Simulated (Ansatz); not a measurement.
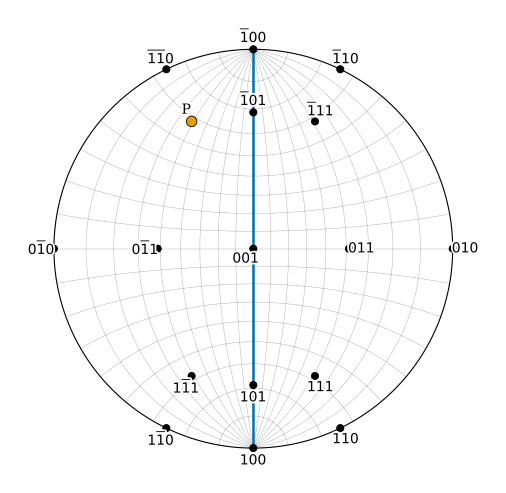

For Al3N, coordinates from a relaxation with DFT PBE, scalar-relativistic, plane waves, PAW (Ansatz); the starting structure was generated, so it need not be a known form of this composition: stereographic projection of plane normals (upper hemisphere) centred on (0 0 1). All values are computed from the atomic coordinates in the standard setting (tolerance 0.002 Å).

a = 2.802 Å, b = 5.781 Å, c = 7.200 Å, α = 90.00°, β = 90.00°, γ = 90.00°.

Index the pole marked P.

P is (−1 −1 1), 70.7° from the centre.

Which zone does the coloured great circle trace?

The zone [0 1 0]: its poles satisfy k = 0.

What is the angle between the normals of (1 1 1) and (0 0 1), and what are their d_hkl = 1/|g|?

70.7°; d = 2.380 Å and 7.200 Å.
